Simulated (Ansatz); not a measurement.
# SiO2 (silicon dioxide molecule) at CCSD/STO-3G

Aim: the electronic atomisation energy of SiO2 (silicon dioxide molecule) at CCSD/STO-3G, from 3 runs. 

Program for the calculation: Ansatz 0.2.0.

37 further runs of the same task are left out: 8 that didn't finish, 29 set aside as unsound or not needed.

**1. The molecule**

SiO2: 3 atoms, total charge 0, spin state singlet. SMILES: `O=[Si]=O`. The shape is that of a GFN2-xTB optimisation.

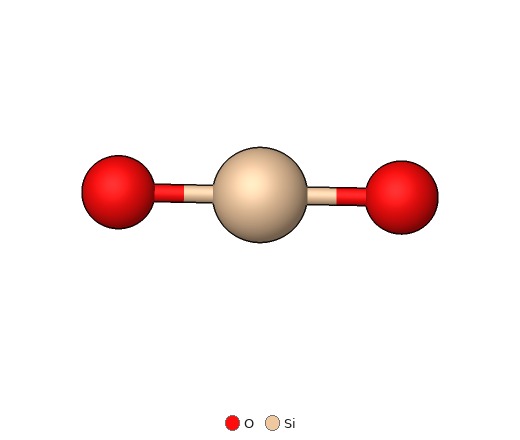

The structure, seen from a chosen angle (oxygen red, silicon light orange).

**2. A single-point energy at CCSD/STO-3G**

File run.yaml:

```yaml
crystal:
  periodic: [false, false, false]
  atoms:
    - symbol: O
      position_ang: [0.691230, 1.217290, 0.513740]
    - symbol: Si
      position_ang: [-0.000730, 0.000440, -0.000160]
    - symbol: O
      position_ang: [-0.690510, -1.217740, -0.513580]
basis:
  gaussian:
    orbitals: STO-3G
accuracy: high
scf:
  omitted_lower_state_checks: [cluster_reference, increment]
correlation:
  method: ccsd
  frozen_orbitals: {O: 1, Si: 5}
```

The run is started by

```sh
$ ansatz run run.yaml --threads 1 --pin off --max-ram 2610MiB --events-out events.jsonl --progress --plain --runs-dir runs
```

The log of the run, cut to the lines that bear on the results:

```text
Warning: RAYON_NUM_THREADS=1 ignored (pool sized by the plan → 1); use --threads N
Functional definition: HF
  name "HF"
[...]
324 factors; integrals over basis functions are off by at most 2.5e-8 eV
[...]
mean field -11786.17396341 eV, -433.1339041998 hartree, gradient 1.2e-8 eV, S^2 0.000000; 0 other end points of the search recorded, 0 dependent functions left out
7 core orbitals not correlated: weight in the atoms' cores, before any rotation towards them, 1.000 or more for the frozen orbitals, at most 0.000 for the correlated occupied ones
reference -11786.17396341 eV, -433.1339041998 hartree; 8, 8 occupied and 4, 4 virtual orbitals, 324 factors
second order -5.57591935 eV of doubles, -0.00000000 eV of singles
cycle   1  -4.15272602 eV  change     1.4e0 eV  update   2.6e-1
[...]
cycle  22  -5.17676564 eV  change  -8.2e-10 eV  update  8.4e-10
Total energy: -11791.35072905 eV, -433.3241468280 hartree
Checks for a lower state left out: cluster_reference, increment
```

Run time: 0.26 s. Hardware: 1 thread of AMD EPYC 7R43 (Zen 3), shared host.

**3. The O atom, same level**

File input.yaml:

```yaml
crystal:
  periodic: [false, false, false]
  atoms:
    - {symbol: O, position_ang: [0.000000, 0.000000, 0.000000]}
basis:
  gaussian:
    orbitals: STO-3G
magnetization:
  spin_polarized: true
  initial_magnetization: 2
correlation:
  method: ccsd
  frozen_orbitals: {O: 1}
accuracy: high
scf:
  omitted_lower_state_checks: [cluster_reference, increment]
```

Run the same way, it converges to -73.80415 Eh (log not shown).

**4. The Si atom at the same level**

File molecule.yaml:

```yaml
basis:
  gaussian:
    orbitals: STO-3G
crystal:
  periodic: [false, false, false]
  atoms:
    - {symbol: Si, position_ang: [0.000000, 0.000000, 0.000000]}
scf:
  omitted_lower_state_checks: [cluster_reference, increment]
accuracy: high
magnetization:
  spin_polarized: true
  initial_magnetization: 2
correlation:
  method: ccsd
  frozen_orbitals: {Si: 5}
```

Run the same way, it converges to -285.47963 Eh (log not shown).

**5. Summary of results**

At CCSD/STO-3G, 7 core orbitals frozen:

```
                                             quantity          value
                               molecule: total energy  -433.32415 Eh
molecule: correlation energy (7 core orbitals frozen)     -190.2 mEh
                              molecule: T1 diagnostic          0.038
                                 O atom: total energy   -73.80415 Eh
   O atom: correlation energy (1 core orbital frozen)        0.0 mEh
            O atom: ⟨S²⟩ of the reference determinant          2.000
                                O atom: T1 diagnostic          0.000
                                Si atom: total energy  -285.47963 Eh
 Si atom: correlation energy (5 core orbitals frozen)      -13.4 mEh
           Si atom: ⟨S²⟩ of the reference determinant          2.000
                               Si atom: T1 diagnostic          0.000
                        electronic atomisation energy       6.428 eV
```

**Reading.** Taking the molecule apart into free atoms costs 6.43 eV (620 kJ/mol), before zero-point energy and without spin-orbit coupling. In a minimal basis such a difference can be off by several eV, whatever the method. The T1 diagnostic (molecule) of 0.038 is above the customary mark for such species, so a single reference may not serve.
